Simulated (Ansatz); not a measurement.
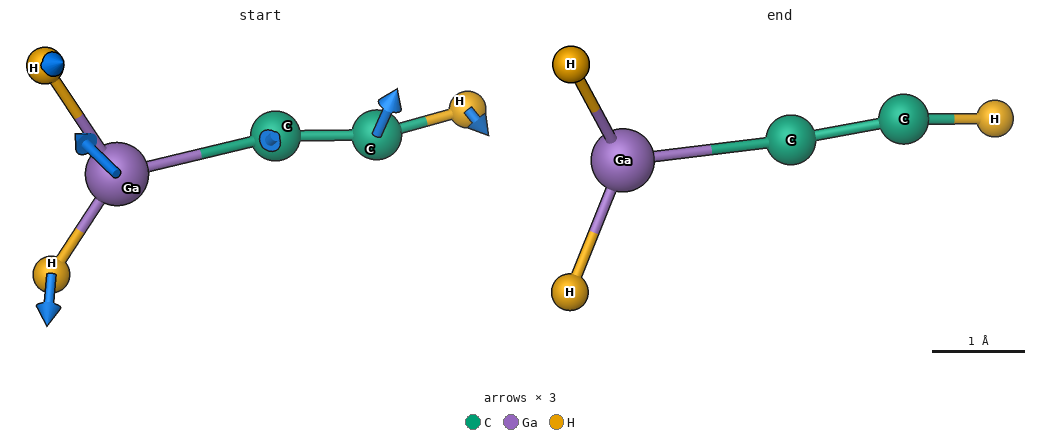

The structure of C2H3Ga (charge −1, multiplicity 2) before (left) and after (right) a relaxation, at one scale. The blue arrows give the displacements, magnified 3 times.

A ball-and-stick model, seen at a tilt.

Computed with Ansatz 0.2.0, UKS rPW86-PBE-d4/aug-cc-pVDZ.

Input
```yaml
crystal:
  periodic: [false, false, false]
  atoms:
    - {symbol: C, position_ang: [-1.208736, -1.308783, -0.333714]}
    - {symbol: C, position_ang: [-0.370459, -0.602012, -0.054862]}
    - {symbol: Ga, position_ang: [0.803005, 0.913049, 0.056475]}
    - {symbol: H, position_ang: [-1.921079, -2.131271, -0.350880]}
    - {symbol: H, position_ang: [1.710448, 1.267118, -0.885683]}
    - {symbol: H, position_ang: [0.959161, 1.594121, 1.496683]}
basis:
  gaussian: {orbitals: aug-cc-pVDZ, point_charges: [{charge: 1.00, position_ang: [5.934, -0.589, -0.291]}]}
total_charge: -1
magnetization: {spin_polarized: true, initial_magnetization: 1}
hamiltonian: {xc: {name: rPW86-PBE}, dispersion: d4}
relax: {f_tol: 0.0001, max_steps: 3}
output: {forces: true}
```

Command:
```bash
ansatz run in.yaml --threads 4 --pin off --events-out ev --progress --plain --max-ram 10444MiB
```

### Summarise the run.

The relaxation stopped without meeting its thresholds, so the last structure isn't shown to be converged. The input was poor on purpose: steps. The energy falls by 1.406 eV in 2 geometry steps. The largest force component goes from 10 to 1.6 eV/Å. The largest move after the best rigid fit is that of Ga3, 0.29 Å. Largest moves by element: Ga 0.29 Å, C 0.22 Å, H 0.21 Å. Some distances before and after: Ga3–H5 1.355 → 1.561 Å, C1–C2 1.131 → 1.260 Å, C2–Ga3 1.920 → 1.953 Å, Ga3–H6 1.601 → 1.591 Å. Bond angles that change, for instance: C2–C1–H4 164.0° → 154.0°, C2–Ga3–H5 125.1° → 116.8°, H5–Ga3–H6 116.7° → 119.9°.
